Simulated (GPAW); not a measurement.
# SnH3O2 (SMILES [OH][SnH][OH]): USVWN5/real-space grid (scalar-relativistic datasets, stop tolerance 0.05 eV, sweep h)

We compute a convergence series of SnH3O2. The job is set up through an ASE script.

The calculation is run with GPAW 26.7.0.

3 further runs of the same task are left out: 1 that didn't finish, 2 set aside as unsound or not needed.

## (1) Starting point

SnH3O2 has 6 atoms, charge 0, and is taken as a doublet. SMILES: `[OH][SnH][OH]`. The coordinates come from a PBE0-D4/def2-TZVP relaxation. This is one conformer, not always the lowest.

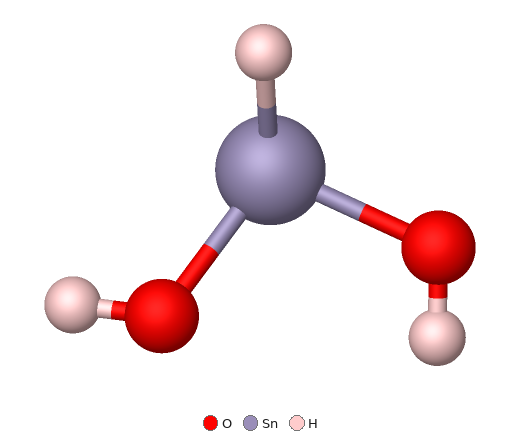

The structure, seen from a chosen angle (oxygen red, tin purple, hydrogen pink).

## (2) A convergence series at USVWN5/real-space grid (scalar-relativistic datasets, stop tolerance 0.05 eV, sweep h)

The input, calc.py:

```python
import numpy as np
from ase.io.zmatrix import parse_zmatrix
from ase.units import Debye
from gpaw import GPAW, setup_paths
from gpaw.atom.configurations import parameters
from gpaw.atom.generator import Generator

zmat = """
O
Sn 1 r2
O 2 r3 1 a3
H 1 r4 2 a4 3 d4
H 2 r5 3 a5 1 d5
H 3 r6 2 a6 5 d6
"""
values = dict(r2=1.978076, r3=1.962978, a3=99.6503, r4=0.960256, a4=114.97879, d4=-170.37312, r5=1.747629, a5=104.33832, d5=114.29614, r6=0.961895, a6=111.97919, d6=144.70045)
mol = parse_zmatrix(zmat, defs=values)
mol.set_initial_magnetic_moments([1.0, 0.0, 0.0, 0.0, 0.0, 0.0])
mol.center(vacuum=5.0)

for symbol in ['H', 'O', 'Sn']:
    Generator(symbol, xcname='LDA_X+LDA_C_VWN', scalarrel=True, nofiles=True, txt=None).run(**parameters[symbol])
setup_paths.insert(0, '.')

energies, dipoles, levels = [], [], []
for h in [0.25, 0.22, 0.2, 0.18]:
    calc = GPAW(mode='fd',
                h=h,
                xc='LDA_X+LDA_C_VWN',
                occupations={'name': 'fermi-dirac', 'width': 0.0, 'fixmagmom': True},
                maxiter=100,
                symmetry='off',
                txt=None)
    mol.calc = calc
    energies.append(mol.get_potential_energy())
    dipoles.append(np.linalg.norm(mol.get_dipole_moment()) / Debye)
    levels.append(calc.get_homo_lumo())
    print(f'h = {h}: E = {energies[-1]:.4f} eV, dipole = {dipoles[-1]:.3f} D, HOMO = {levels[-1][0]:.3f} eV, {calc.get_number_of_iterations()} iterations')
    settled = len(levels) > 1 and abs(levels[-1][0] - levels[-2][0]) < 0.05
    if settled:
        print(f'HOMO settled to 0.05 eV at h = {h}')
        break
else:
    print('Not settled within the values tried')
```

On the command line:

```sh
$ python3 calc.py
```

Standard output:

```text
h = 0.25: E = -30.2355 eV, dipole = 2.247 D, HOMO = -5.353 eV, 15 iterations
h = 0.22: E = -29.7233 eV, dipole = 2.242 D, HOMO = -5.353 eV, 15 iterations
HOMO settled to 0.05 eV at h = 0.22
```

Run time: 3.7 min. Hardware: 1 thread of AMD EPYC (Zen 3), shared host; peak memory 0.95 GiB.
